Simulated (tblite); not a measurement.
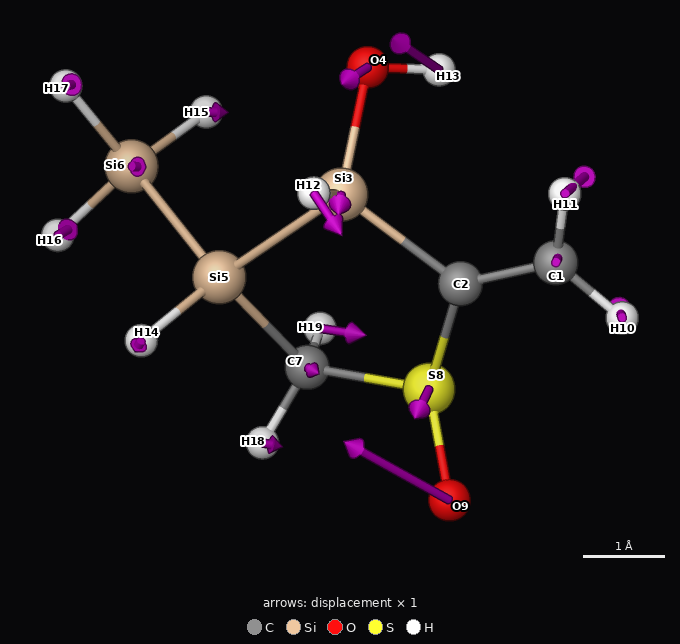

This is a relaxation of C₃H₁₀O₂SSi₃. The starting structure is drawn; purple arrows show the displacements, at their true length. The two geometries are superimposed by the best rigid fit.

Style: ball-and-stick. Shown at a tilt.

Computed with GFN2-xTB geometry optimisation, gas phase (tblite). 

What did the optimiser do to the structure, and how much energy did it gain?

Answer. The energy falls by 47.8 kcal/mol in 165 geometry steps. The atom that moves furthest after the best rigid fit is O9 (1.94 Å). Largest moves by element: O 1.94 Å, H 1.64 Å, C 0.97 Å, S 0.72 Å, Si 0.44 Å. Near-neighbour distances that change, for instance: Si3–Si5 2.204 → 2.318 Å, Si5–Si6 2.219 → 2.325 Å, C7–S8 1.749 → 1.833 Å, Si5–C7 1.851 → 1.933 Å. Among the angles between lasting bonds that change: C2–S8–C7 112.4° → 93.8°, Si5–Si3–H12 113.3° → 129.4°, Si3–O4–H13 106.7° → 122.3°. Groups turn about Si3–O4 by about 70°, C2–Si3 by about 35°.
